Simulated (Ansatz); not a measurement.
**GaCl3 + HF: a complex and its separated parts, part 1 of 2**

Aim: how far the complex at one end of a reaction step lies below its separated, relaxed parts, level by level.

Program: Ansatz 0.2.0, Gaussian basis. Level of theory: PBE0-D4/def2-TZVP structures, single points in def2-TZVPP, no counterpoise correction. These are calculated values, not measurements.

Levels: SPW92, PBE-D4, BLYP-D4, r2SCAN-D4, B97M-V, PBE0-D4, B3LYP-D4, r2SCAN0-D4, BHLYP-D4, CAM-B3LYP-D4, wB97X-V, wB97M-V, B2PLYP, PBE-QIDH, RPA on PBE, Hartree-Fock, MP2, CCSD, CCSD(T).

Correlated methods freeze the cores. Filled d shells of the heavier atoms are correlated. B3LYP uses VWN-RPA correlation. B2PLYP carries no dispersion term here.

94 further runs of the same task are left out: 94 set aside as unsound or not needed. Runs told in other sessions of the task aren't counted.

## Step 1: The starting structure

The complex: 6 atoms, charge 0, spin multiplicity 1.

Atoms are counted from 1 here; the program's logs count them from 0.

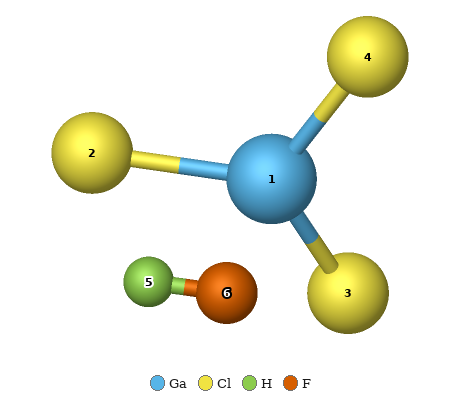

As it starts; gallium blue, chlorine yellow, hydrogen green, fluorine orange; atoms are numbered from 1 in the order of the file.

As a file:

```tsv
atom	x (Å)	y (Å)	z (Å)
Ga1	-0.64006	0.19234	-0.13872
Cl2	-0.56001	-1.75887	0.78257
Cl3	-0.85128	0.29165	-2.24348
Cl4	-1.09745	1.85401	1.09184
H5	1.59457	-0.71286	0.45461
F6	1.55424	0.13373	0.05318
```

Its parts: GaCl3 holds atoms 1, 2, 3, 4; HF holds atoms 5, 6. Each part counts its atoms afresh in its own runs.

## Step 2: Relaxing GaCl3 alone

relax-a/in.yaml reads:

```yaml
crystal:
  periodic: [false, false, false]
  atoms:
    - {symbol: Ga, position_ang: [-0.640059, 0.192338, -0.138721]}
    - {symbol: Cl, position_ang: [-0.560013, -1.758873, 0.782572]}
    - {symbol: Cl, position_ang: [-0.851282, 0.291651, -2.243478]}
    - {symbol: Cl, position_ang: [-1.097452, 1.854011, 1.091843]}
basis:
  gaussian: {orbitals: def2-TZVP}
hamiltonian: {xc: pbe0, dispersion: d4}
relax: {f_tol: 0.005, max_steps: 200}
```

Command:

```
$ ansatz run in.yaml --threads 8 --pin off --events-out ev --progress --plain --max-ram 19148MiB
```

Standard output, shortened:

```text
Functional definition: PBE0
  name "PBE0"
  cite "Adamo & Barone, J. Chem. Phys. 110, 6158 (1999) doi:10.1063/1.478522"
  cite "Perdew, Burke & Ernzerhof, Phys. Rev. Lett. 77, 3865 (1996) doi:10.1103/PhysRevLett.77.3865"
  parent pbe
[...]
1217 factors; their error is unknown
[...]
mean field -89932.48030272 eV, -3304.9576927004 hartree, gradient 7.5e-5 eV, S^2 0.000000; 0 other end points of the search recorded, 0 dependent functions left out
[...]
reference -89932.48033011 eV, -3304.9576937069 hartree; 41, 41 occupied and 118, 118 virtual orbitals, 1217 factors
[...]
1217 factors; their error is unknown
[...]
mean field -89932.55989543 eV, -3304.9606176785 hartree, gradient 4.5e-5 eV, S^2 0.000000; 1 other end points of the search recorded, 0 dependent functions left out
[...]
reference -89932.55992252 eV, -3304.9606186742 hartree; 41, 41 occupied and 118, 118 virtual orbitals, 1217 factors
Total energy: -89932.69073958 eV, -3304.9654261123 hartree
Atom 0 at    -0.787174     0.144847    -0.126975 Å, force    -0.000130     0.000065    -0.000040 eV/Å
Atom 1 at    -0.511224    -1.742957     0.778144 Å, force     0.000048    -0.000056     0.000030 eV/Å
Atom 2 at    -0.803197     0.314243    -2.231787 Å, force     0.000042    -0.000014    -0.000016 eV/Å
Atom 3 at    -1.047212     1.862993     1.072834 Å, force     0.000039     0.000006     0.000027 eV/Å
Dipole moment:     0.000023     0.000089    -0.000041 e Å
```

Run time: 15 s. Hardware: 8 threads of Intel Xeon at 2.50GHz, shared host.

Along the way:

```tsv
step	energy from step 1 (eV)	largest force component (eV/Å)
1	0.0000	0.6672
2	-0.0712	0.2226
3	-0.0802	0.0058
4	-0.0802	0.0001
```

Close pairs (by a distance rule), those that changed most:

```tsv
bond	before (Å)	after (Å)	change (Å)
Ga1–Cl2	2.159	2.112	-0.048
Ga1–Cl4	2.118	2.112	-0.006
Ga1–Cl3	2.118	2.112	-0.006
```

## Step 3: Relaxing HF alone

relax-b/in.yaml reads:

```yaml
crystal:
  periodic: [false, false, false]
  atoms:
    - {symbol: H, position_ang: [1.594567, -0.712860, 0.454608]}
    - {symbol: F, position_ang: [1.554241, 0.133731, 0.053176]}
basis:
  gaussian: {orbitals: def2-TZVP}
hamiltonian: {xc: pbe0, dispersion: d4}
relax: {f_tol: 0.005, max_steps: 200}
```

Command:

```
$ ansatz run in.yaml --threads 8 --pin off --events-out ev --progress --plain --max-ram 19148MiB
```

Standard output, shortened:

```text
[... 5 set-up lines as earlier in the session ...]
[...]
200 factors; their error is unknown
[...]
mean field -2731.79252141 eV, -100.3915234862 hartree, gradient 6.8e-6 eV, S^2 0.000000; 0 other end points of the search recorded, 0 dependent functions left out
[...]
reference -2731.80170840 eV, -100.3918611022 hartree; 5, 5 occupied and 32, 32 virtual orbitals, 200 factors
Total energy: -2731.80322170 eV, -100.3919167147 hartree
Atom 0 at     1.594185    -0.704845     0.450807 Å, force    -0.000000     0.000002    -0.000001 eV/Å
Atom 1 at     1.554623     0.125716     0.056977 Å, force     0.000000    -0.000002     0.000001 eV/Å
Dipole moment:     0.017235    -0.361836     0.171574 e Å
```

It took 1.7 s on 8 threads of Intel Xeon at 2.50GHz, shared host.

Step by step:

```tsv
step	energy from step 1 (eV)	largest force component (eV/Å)
1	0.0000	0.9129
2	-0.0087	0.2031
3	-0.0092	0.0097
4	-0.0092	0.0065
5	-0.0092	0.0000
```

The bond:

```tsv
bond	before (Å)	after (Å)	change (Å)
H1–F2	0.938	0.920	-0.018
```

## Step 4: SPW92/def2-TZVPP

parta/in.yaml reads:

```yaml
crystal:
  periodic: [false, false, false]
  atoms:
    - {symbol: Ga, position_ang: [-0.787174, 0.144847, -0.126975]}
    - {symbol: Cl, position_ang: [-0.511224, -1.742957, 0.778144]}
    - {symbol: Cl, position_ang: [-0.803197, 0.314243, -2.231787]}
    - {symbol: Cl, position_ang: [-1.047212, 1.862993, 1.072834]}
basis:
  gaussian: {orbitals: def2-TZVPP}
hamiltonian: {xc: lda}
```

partb/in.yaml reads:

```yaml
crystal:
  periodic: [false, false, false]
  atoms:
    - {symbol: H, position_ang: [1.594185, -0.704845, 0.450807]}
    - {symbol: F, position_ang: [1.554623, 0.125716, 0.056977]}
basis:
  gaussian: {orbitals: def2-TZVPP}
hamiltonian: {xc: lda}
```

The same command starts each run, in its folder.

Command:

```
$ ansatz run in.yaml --threads 8 --pin off --events-out ev --progress --plain --max-ram 19148MiB
```

Log of parta, shortened:

```text
Functional definition: SPW92
  name "SPW92"
  cite "Dirac, Proc. Camb. Phil. Soc. 26, 376 (1930) doi:10.1017/S0305004100016108"
  cite "Slater, Phys. Rev. 81, 385 (1951) doi:10.1103/PhysRev.81.385"
  cite "Perdew & Wang, Phys. Rev. B 45, 13244 (1992) doi:10.1103/PhysRevB.45.13244"
[...]
1250 factors; their error is unknown
[...]
mean field -89748.14922432 eV, -3298.1836505133 hartree, gradient 6.6e-5 eV, S^2 0.000000; 0 other end points of the search recorded, 0 dependent functions left out
reference -89748.14925798 eV, -3298.1836517502 hartree; 41, 41 occupied and 133, 133 virtual orbitals, 1250 factors
Total energy: -89748.14925798 eV, -3298.1836517502 hartree
```

Output in partb, shortened:

```text
[... 5 set-up lines as earlier in the session ...]
[...]
215 factors; their error is unknown
[...]
mean field -2716.76651760 eV, -99.8393280314 hartree, gradient 3.5e-5 eV, S^2 0.000000; 0 other end points of the search recorded, 0 dependent functions left out
reference -2716.76652868 eV, -99.8393284387 hartree; 5, 5 occupied and 40, 40 virtual orbitals, 215 factors
Total energy: -2716.76652868 eV, -99.8393284387 hartree
```

They took 1.2 s (parta), 0.25 s (partb) on 8 threads of Intel Xeon at 2.50GHz, shared host.

## Step 5: PBE-D4/def2-TZVPP

The same edit goes into each in.yaml of step 4 (parta, partb):

```diff
-hamiltonian: {xc: lda}
+hamiltonian: {xc: pbe, dispersion: d4}
```

One command serves all of them, each in its own folder.

Command:

```
$ ansatz run in.yaml --threads 8 --pin off --events-out ev --progress --plain --max-ram 19148MiB
```

parta printed, shortened:

```text
Functional definition: PBE
  name "PBE"
[... 2 set-up lines as earlier in the session ...]
[...]
1250 factors; their error is unknown
[...]
mean field -89928.43137959 eV, -3304.8088975200 hartree, gradient 7.6e-5 eV, S^2 0.000000; 0 other end points of the search recorded, 0 dependent functions left out
reference -89928.43141555 eV, -3304.8088988414 hartree; 41, 41 occupied and 133, 133 virtual orbitals, 1250 factors
Total energy: -89928.58222956 eV, -3304.8144411540 hartree
```

Output in partb, shortened:

```text
[... 4 set-up lines as earlier in the session ...]
[...]
215 factors; their error is unknown
[...]
mean field -2731.84359229 eV, -100.3934003066 hartree, gradient 4.7e-5 eV, S^2 0.000000; 0 other end points of the search recorded, 0 dependent functions left out
reference -2731.84360440 eV, -100.3934007515 hartree; 5, 5 occupied and 40, 40 virtual orbitals, 215 factors
Total energy: -2731.84549829 eV, -100.3934703506 hartree
```

They took 1.7 s (parta), 0.26 s (partb) on 8 threads of Intel Xeon at 2.50GHz, shared host.

## Step 6: BLYP-D4/def2-TZVPP

The same edit goes into each in.yaml of step 5 (parta, partb):

```diff
-hamiltonian: {xc: pbe, dispersion: d4}
+hamiltonian: {xc: {name: BLYP}, dispersion: d4}
```

The same command starts each run, in its folder.

Command:

```
$ ansatz run in.yaml --threads 8 --pin off --events-out ev --progress --plain --max-ram 19148MiB
```

Output in parta, shortened:

```text
Functional definition: BLYP
  name "BLYP"
  cite "Becke, Phys. Rev. A 38, 3098 (1988) doi:10.1103/PhysRevA.38.3098"
  cite "Lee, Yang & Parr, Phys. Rev. B 37, 785 (1988) doi:10.1103/PhysRevB.37.785"
[...]
1250 factors; their error is unknown
[...]
mean field -89953.31139639 eV, -3305.7232212731 hartree, gradient 5.4e-5 eV, S^2 0.000000; 0 other end points of the search recorded, 0 dependent functions left out
reference -89953.31173672 eV, -3305.7232337800 hartree; 41, 41 occupied and 133, 133 virtual orbitals, 1250 factors
Total energy: -89953.62498374 eV, -3305.7347453954 hartree
```

partb printed, shortened:

```text
[... 4 set-up lines as earlier in the session ...]
[...]
215 factors; their error is unknown
[...]
mean field -2734.23794124 eV, -100.4813910077 hartree, gradient 3.9e-5 eV, S^2 0.000000; 0 other end points of the search recorded, 0 dependent functions left out
reference -2734.23806485 eV, -100.4813955502 hartree; 5, 5 occupied and 40, 40 virtual orbitals, 215 factors
Total energy: -2734.24264685 eV, -100.4815639356 hartree
```

They took 1.4 s (parta), 0.3 s (partb) on 8 threads of Intel Xeon at 2.50GHz, shared host.

## Step 7: r2SCAN-D4/def2-TZVPP

Each input of step 6 (parta, partb) changes in the same lines:

```diff
-hamiltonian: {xc: {name: BLYP}, dispersion: d4}
+hamiltonian: {xc: r2scan, dispersion: d4}
```

The same command starts each run, in its folder.

Command:

```
$ ansatz run in.yaml --threads 8 --pin off --events-out ev --progress --plain --max-ram 19148MiB
```

Log of parta, shortened:

```text
Functional definition: r2SCAN
  name "r2SCAN"
  cite "Furness, Kaplan, Ning, Perdew & Sun, J. Phys. Chem. Lett. 11, 8208 (2020) doi:10.1021/acs.jpclett.0c02405"
  cite "Furness, Kaplan, Ning, Perdew & Sun, J. Phys. Chem. Lett. 11, 9248 (2020) doi:10.1021/acs.jpclett.0c03077"
  parent r2scan
[...]
1250 factors; their error is unknown
[...]
mean field -89949.07432598 eV, -3305.5675118074 hartree, gradient 6.5e-5 eV, S^2 0.000000; 0 other end points of the search recorded, 0 dependent functions left out
reference -89949.07433533 eV, -3305.5675121511 hartree; 41, 41 occupied and 133, 133 virtual orbitals, 1250 factors
Total energy: -89949.10735969 eV, -3305.5687257738 hartree
```

Log of partb, shortened:

```text
[... 5 set-up lines as earlier in the session ...]
[...]
215 factors; their error is unknown
[...]
mean field -2733.29261891 eV, -100.4466510526 hartree, gradient 6.5e-6 eV, S^2 0.000000; 0 other end points of the search recorded, 0 dependent functions left out
reference -2733.29262209 eV, -100.4466511695 hartree; 5, 5 occupied and 40, 40 virtual orbitals, 215 factors
Total energy: -2733.29307962 eV, -100.4466679836 hartree
```

They took 3.3 s (parta), 0.81 s (partb) on 8 threads of Intel Xeon at 2.50GHz, shared host.

## Step 8: B97M-V/def2-TZVPP

Each input of step 7 (parta, partb) changes in the same lines:

```diff
-hamiltonian: {xc: r2scan, dispersion: d4}
+hamiltonian: {xc: {name: B97M-V}}
```

The same command starts each run, in its folder.

Command:

```
$ ansatz run in.yaml --threads 8 --pin off --events-out ev --progress --plain --max-ram 19148MiB
```

Log of parta, shortened:

```text
Functional definition: B97M-V
  name "B97M-V"
  cite "Mardirossian & Head-Gordon, J. Chem. Phys. 142, 074111 (2015) doi:10.1063/1.4907719"
  cite "Becke, J. Chem. Phys. 107, 8554 (1997) doi:10.1063/1.475007"
  cite "Vydrov & Van Voorhis, J. Chem. Phys. 133, 244103 (2010) doi:10.1063/1.3521275"
  # Of w^i u^j: cxij and so on, Table III.
[...]
  gx(w, u) = cx00 + cx01*u + cx02*u^2 + (cx10 + cx11*u)*w
[...]
  gos(w, u) = cos00 + cos01*u + cos03*u^3 + cos10*w + cos32*w^3*u^2
[...]
      + integral(e_c_pw_mod_opposite_spin*gos(b97_w_opposite, b97_u_opposite)) + vv10(b, c)
1250 factors; their error is unknown
[...]
mean field -89931.98883802 eV, -3304.9396317059 hartree, gradient 4.9e-5 eV, S^2 0.000000; 0 other end points of the search recorded, 0 dependent functions left out
reference -89931.98888750 eV, -3304.9396335243 hartree; 41, 41 occupied and 133, 133 virtual orbitals, 1250 factors
Total energy: -89931.98888750 eV, -3304.9396335243 hartree
```

partb printed, shortened:

```text
[... 5 set-up lines as earlier in the session ...]
  # Of w^i u^j: cxij and so on, Table III.
[...]
  gx(w, u) = cx00 + cx01*u + cx02*u^2 + (cx10 + cx11*u)*w
[...]
  gos(w, u) = cos00 + cos01*u + cos03*u^3 + cos10*w + cos32*w^3*u^2
[...]
      + integral(e_c_pw_mod_opposite_spin*gos(b97_w_opposite, b97_u_opposite)) + vv10(b, c)
215 factors; their error is unknown
[...]
mean field -2733.38837278 eV, -100.4501699426 hartree, gradient 2.3e-5 eV, S^2 0.000000; 0 other end points of the search recorded, 0 dependent functions left out
reference -2733.38839050 eV, -100.4501705936 hartree; 5, 5 occupied and 40, 40 virtual orbitals, 215 factors
Total energy: -2733.38839050 eV, -100.4501705936 hartree
```

They took 3.8 s (parta), 0.5 s (partb) on 8 threads of Intel Xeon at 2.50GHz, shared host.

## Step 9: PBE0-D4/def2-TZVPP

The same edit goes into each in.yaml of step 8 (parta, partb):

```diff
-hamiltonian: {xc: {name: B97M-V}}
+hamiltonian: {xc: pbe0, dispersion: d4}
+output: {orbitals: {seedname: orbitals}}
```

The same command starts each run, in its folder.

Command:

```
$ ansatz run in.yaml --threads 8 --pin off --events-out ev --progress --plain --max-ram 19148MiB
```

Output in parta, shortened:

```text
[... 5 set-up lines as earlier in the session ...]
[...]
1388 factors; their error is unknown
[...]
mean field -89932.56242383 eV, -3304.9607105956 hartree, gradient 8.0e-5 eV, S^2 0.000000; 0 other end points of the search recorded, 0 dependent functions left out
reference -89932.56245093 eV, -3304.9607115916 hartree; 41, 41 occupied and 133, 133 virtual orbitals, 1388 factors
Total energy: -89932.69326799 eV, -3304.9655190296 hartree
```

Output in partb, shortened:

```text
[... 5 set-up lines as earlier in the session ...]
[...]
215 factors; their error is unknown
[...]
mean field -2731.86111781 eV, -100.3940443575 hartree, gradient 4.0e-5 eV, S^2 0.000000; 0 other end points of the search recorded, 0 dependent functions left out
reference -2731.86112652 eV, -100.3940446777 hartree; 5, 5 occupied and 40, 40 virtual orbitals, 215 factors
Total energy: -2731.86263982 eV, -100.3941002902 hartree
```

Times: 2.5 s (parta), 0.25 s (partb) on 8 threads of Intel Xeon at 2.50GHz, shared host; peak memory 0.55 GiB.

## Step 10: B3LYP-D4/def2-TZVPP

The same edit goes into each in.yaml of step 9 (parta, partb):

```diff
-hamiltonian: {xc: pbe0, dispersion: d4}
-output: {orbitals: {seedname: orbitals}}
+hamiltonian: {xc: {name: B3LYP}, dispersion: d4}
```

One command serves all of them, each in its own folder.

Command:

```
$ ansatz run in.yaml --threads 8 --pin off --events-out ev --progress --plain --max-ram 19148MiB
```

parta printed, shortened:

```text
Functional definition: B3LYP
  name "B3LYP"
  cite "Stephens, Devlin, Chabalowski & Frisch, J. Phys. Chem. 98, 11623 (1994) doi:10.1021/j100096a001"
[... 2 set-up lines as earlier in the session ...]
  cite "Vosko, Wilk & Nusair, Can. J. Phys. 58, 1200 (1980) doi:10.1139/p80-159"
[...]
1342 factors; their error is unknown
[...]
mean field -89954.16524527 eV, -3305.7545996405 hartree, gradient 3.5e-5 eV, S^2 0.000000; 0 other end points of the search recorded, 0 dependent functions left out
reference -89954.16550024 eV, -3305.7546090105 hartree; 41, 41 occupied and 133, 133 virtual orbitals, 1342 factors
Total energy: -89954.41491908 eV, -3305.7637749837 hartree
```

partb printed, shortened:

```text
[... 6 set-up lines as earlier in the session ...]
[...]
215 factors; their error is unknown
[...]
mean field -2734.54626023 eV, -100.4927215214 hartree, gradient 1.9e-5 eV, S^2 0.000000; 0 other end points of the search recorded, 0 dependent functions left out
reference -2734.54635107 eV, -100.4927248598 hartree; 5, 5 occupied and 40, 40 virtual orbitals, 215 factors
Total energy: -2734.54934079 eV, -100.4928347298 hartree
```

Wall times: 2.3 s (parta), 0.25 s (partb) on 8 threads of Intel Xeon at 2.50GHz, shared host.

## Step 11: r2SCAN0-D4/def2-TZVPP

The same edit goes into each in.yaml of step 10 (parta, partb):

```diff
-hamiltonian: {xc: {name: B3LYP}, dispersion: d4}
+hamiltonian: {xc: {name: r2SCAN0}, dispersion: d4}
```

One command serves all of them, each in its own folder.

Command:

```
$ ansatz run in.yaml --threads 8 --pin off --events-out ev --progress --plain --max-ram 19148MiB
```

Log of parta, shortened:

```text
Functional definition: r2SCAN0
  name "r2SCAN0"
  cite "Bursch, Neugebauer, Ehlert & Grimme, J. Chem. Phys. 156, 134105 (2022) doi:10.1063/5.0086040"
[... 3 set-up lines as earlier in the session ...]
[...]
1388 factors; their error is unknown
[...]
mean field -89948.12997814 eV, -3305.5328076645 hartree, gradient 5.0e-5 eV, S^2 0.000000; 0 other end points of the search recorded, 0 dependent functions left out
reference -89948.12998561 eV, -3305.5328079389 hartree; 41, 41 occupied and 133, 133 virtual orbitals, 1388 factors
Total energy: -89948.17199091 eV, -3305.5343516053 hartree
```

Log of partb, shortened:

```text
[... 6 set-up lines as earlier in the session ...]
[...]
215 factors; their error is unknown
[...]
mean field -2732.94545894 eV, -100.4338931592 hartree, gradient 6.6e-5 eV, S^2 0.000000; 0 other end points of the search recorded, 0 dependent functions left out
reference -2732.94546140 eV, -100.4338932496 hartree; 5, 5 occupied and 40, 40 virtual orbitals, 215 factors
Total energy: -2732.94596338 eV, -100.4339116968 hartree
```

They took 3.5 s (parta), 0.6 s (partb) on 8 threads of Intel Xeon at 2.50GHz, shared host.

## Step 12: BHLYP-D4/def2-TZVPP

The same edit goes into each in.yaml of step 11 (parta, partb):

```diff
-hamiltonian: {xc: {name: r2SCAN0}, dispersion: d4}
+hamiltonian: {xc: {name: BHLYP}, dispersion: d4}
```

The same command starts each run, in its folder.

Command:

```
$ ansatz run in.yaml --threads 8 --pin off --events-out ev --progress --plain --max-ram 19148MiB
```

Log of parta, shortened:

```text
Functional definition: BHLYP
  name "BHLYP"
  cite "Becke, J. Chem. Phys. 98, 1372 (1993) doi:10.1063/1.464304"
[... 2 set-up lines as earlier in the session ...]
[...]
1485 factors; their error is unknown
[...]
mean field -89951.13107443 eV, -3305.6430959189 hartree, gradient 2.7e-5 eV, S^2 0.000000; 0 other end points of the search recorded, 0 dependent functions left out
reference -89951.13124913 eV, -3305.6431023388 hartree; 41, 41 occupied and 133, 133 virtual orbitals, 1485 factors
Total energy: -89951.37120423 eV, -3305.6519205261 hartree
```

Output in partb, shortened:

```text
[... 5 set-up lines as earlier in the session ...]
[...]
234 factors; their error is unknown
[...]
mean field -2733.43313202 eV, -100.4518148142 hartree, gradient 1.2e-5 eV, S^2 0.000000; 0 other end points of the search recorded, 0 dependent functions left out
reference -2733.43319256 eV, -100.4518170389 hartree; 5, 5 occupied and 40, 40 virtual orbitals, 234 factors
Total energy: -2733.43492053 eV, -100.4518805406 hartree
```

Wall times: 2.9 s (parta), 0.3 s (partb) on 8 threads of Intel Xeon at 2.50GHz, shared host.

## Step 13: CAM-B3LYP-D4/def2-TZVPP

Each input of step 12 (parta, partb) changes in the same lines:

```diff
-hamiltonian: {xc: {name: BHLYP}, dispersion: d4}
+hamiltonian: {xc: {name: CAM-B3LYP}, dispersion: d4}
```

Each run has its own folder and the same command.

Command:

```
$ ansatz run in.yaml --threads 8 --pin off --events-out ev --progress --plain --max-ram 19148MiB
```

Log of parta, shortened:

```text
Functional definition: CAM-B3LYP
  name "CAM-B3LYP"
  cite "Yanai, Tew & Handy, Chem. Phys. Lett. 393, 51 (2004) doi:10.1016/j.cplett.2004.06.011"
  cite "Iikura, Tsuneda, Yanai & Hirao, J. Chem. Phys. 115, 3540 (2001) doi:10.1063/1.1383587"
[... 2 set-up lines as earlier in the session ...]
[...]
1342 factors; their error is unknown
218 factors; integrals over basis functions are off by at most 2.5e-5 eV
[...]
mean field -89956.07372761 eV, -3305.8247350729 hartree, gradient 4.3e-5 eV, S^2 0.000000; 0 other end points of the search recorded, 0 dependent functions left out
reference -89956.07385229 eV, -3305.8247396549 hartree; 41, 41 occupied and 133, 133 virtual orbitals, 1342 factors
Total energy: -89956.21266113 eV, -3305.8298407854 hartree
```

Log of partb, shortened:

```text
[... 6 set-up lines as earlier in the session ...]
[...]
  # Exact exchange under (alpha + beta erf(omega r))/r, Becke's under what is left of 1/r.
[...]
215 factors; their error is unknown
48 factors; integrals over basis functions are off by at most 4.9e-5 eV
[...]
mean field -2733.85902815 eV, -100.4674662085 hartree, gradient 6.2e-5 eV, S^2 0.000000; 0 other end points of the search recorded, 0 dependent functions left out
reference -2733.85907229 eV, -100.4674678304 hartree; 5, 5 occupied and 40, 40 virtual orbitals, 215 factors
Total energy: -2733.86051261 eV, -100.4675207613 hartree
```

They took 3.1 s (parta), 0.4 s (partb) on 8 threads of Intel Xeon at 2.50GHz, shared host.

(Continued in part 2 of 2.)
